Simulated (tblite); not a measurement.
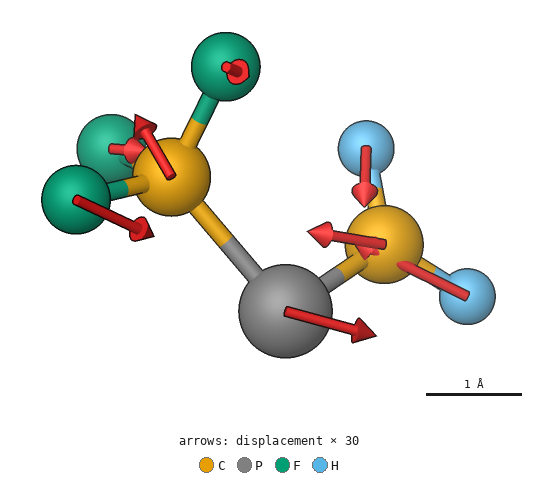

A relaxation of C2H2F3P. The starting structure is drawn; red arrows show the displacements, 30 times their true length. The two geometries are superimposed by the best rigid fit.

The picture is a ball-and-stick view, seen from a free direction.

These are results of tblite, GFN2-xTB geometry optimisation, gas phase, not measurements. 

What happened in the run?

Over 20 geometry steps the energy falls by 0.133 eV. The largest move after the best rigid fit is that of an H atom, 0.048 Å. Largest moves by element: H 0.048 Å, F 0.039 Å, P 0.035 Å, C 0.032 Å. Near-neighbour distances that change, for instance: C–P 1.861 → 1.913 Å, C–P 1.707 → 1.660 Å, C–F 1.380 → 1.343 Å, C–H 1.107 → 1.078 Å. Bond angles that change, for instance: P–C–H 121.7° → 124.3°.
